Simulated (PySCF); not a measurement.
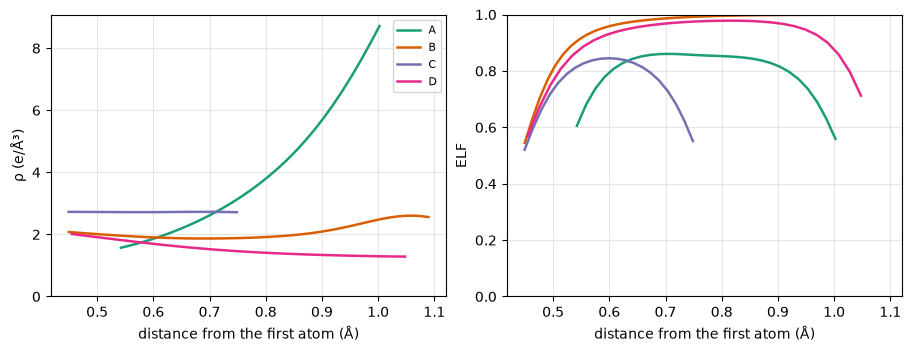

C$_{4}$H$_{5}$BF$_{2}$ (SMILES CC#CCB(F)F). Electron density and electron localisation function along straight lines between neighbouring atoms. The curves leave out the atomic cores.

Geometry: GFN2-xTB.

Computed with CAM-B3LYP/def2-SVPD, SCF density, gas phase in PySCF.

```xyz
12

C     2.5209    0.6309    0.2417
C     1.1806    0.0862    0.2255
C     0.0751   -0.3746    0.2137
C    -1.2735   -0.9168    0.1971
B    -2.4101    0.1485   -0.0753
F    -3.6805   -0.2063   -0.1403
F    -2.2088    1.4349   -0.2559
H     2.8990    0.6604    1.2632
H     2.5142    1.6430   -0.1613
H     3.1840    0.0123   -0.3628
H    -1.3302   -1.7058   -0.5610
H    -1.4695   -1.4133    1.1542
```

Q: Which curve belongs to which contact (B–F, C–B, C–C and C–H)? The first atom named is at distance zero.

A: Curve A: B–F (1.31 Å): the density is about 2.2 e/Å³ at the midpoint; the ELF peaks at about 0.85 between the atoms, as expected for a polar covalent bond. Curve B: C–H (1.09 Å): ρ is about 2 e/Å³ halfway; the ELF climbs to about 1 towards the hydrogen, as it does in any bond to H; a covalent bond by its length. Curve C: C–C (1.20 Å): the density is about 2.7 e/Å³ at the midpoint; the ELF peaks at about 0.85 between the atoms (a multiple bond). Curve D: C–B (1.58 Å): ρ at the midpoint is about 1.4 e/Å³; the ELF peaks at about 1 between the atoms, as expected for a shared electron pair.
